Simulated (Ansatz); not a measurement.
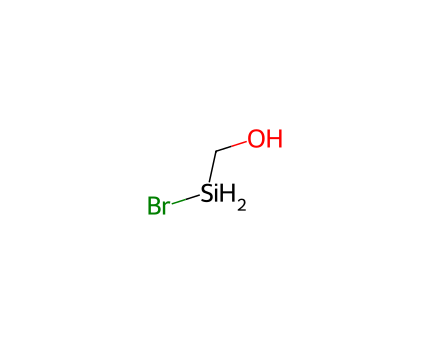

The computed structure is the end point of a PBE-D4/def2-SVP optimisation. No frequency run is at hand to confirm it as a minimum. Method: RKS PBE-D4/def2-SVP (Ansatz 0.2.0).

**What is the dispersion correction?**

−18.8 kJ/mol.

**What is the dipole moment?**

1.34 D.
